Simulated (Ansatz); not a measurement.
A relaxed structure of PbSe. Calculation: PBE (plane waves to 420 eV, PAW, scalar-relativistic; Ansatz, a program for electronic structure).

Fm-3m (No. 225), cF8, rock salt type; a = 6.2174 Å, b = 6.2174 Å, c = 6.2174 Å, α = 90.00°, β = 90.00°, γ = 90.00°.

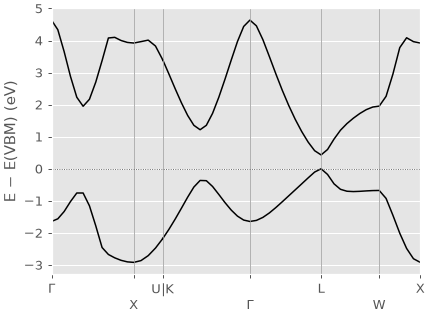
Figure: Highest filled and lowest empty band along the path of this cell's Brillouin zone

Problem. Read off the gap and say whether it is direct.

Solution. 0.43 eV, direct at L (no spin-orbit coupling).

Problem. How far does the top valence band disperse along this path?

Solution. About 2.9 eV.

No spin polarisation in the result. Without spin-orbit coupling the bands of the heavy element are not split, so the gap can be far off.

The run could not lose the symmetry of its start.
